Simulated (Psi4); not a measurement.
Reaction (SMILES): PP (P2H4) + [H][H] (H2) → 2 P (PH3)
B3LYP-D3(BJ)/def2-TZVP geometries, fixed; electronic energies without zero-point terms.

Basis-set convergence of the energy of full hydrogenation at HF with Psi4. Cartesian d functions, on some or all atoms, in 6-31G*, 6-31+G*; all else is spherical. Density fitting with the program's default auxiliary sets. Psi4's default fitting sets serve the pcseg sets less well. No added dispersion term, no relativity. Functions are those of the species that has most. Reference: the value in def2-QZVPPD, -11.10 kcal/mol. Deviations are taken from unrounded values.

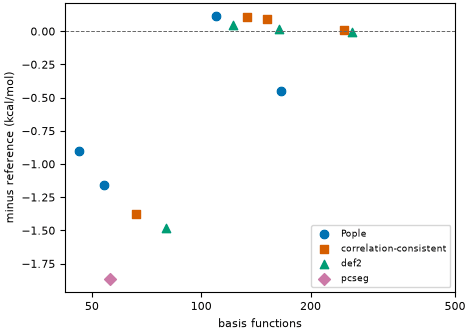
Figure. Deviation from the reference against the number of basis functions, by family of sets.

```csv
basis,functions,energy of full hydrogenation (kcal/mol),minus reference (kcal/mol)
6-31G*,46,-12.00,-0.90
6-31+G*,54,-12.27,-1.16
pcseg-1,56,-12.97,-1.86
cc-pV(D+d)Z,66,-12.48,-1.38
def2-SVPD,80,-12.58,-1.48
"6-311++G(2d,2p)",110,-10.99,0.11
def2-TZVPD,122,-11.06,0.05
cc-pV(T+d)Z,134,-11.00,0.11
jun-cc-pV(T+d)Z,152,-11.01,0.09
def2-TZVPPD,164,-11.09,0.01
"6-311++G(3df,3pd)",166,-11.56,-0.45
cc-pV(Q+d)Z,248,-11.10,0.01
def2-QZVPP,260,-11.11,-0.01
```
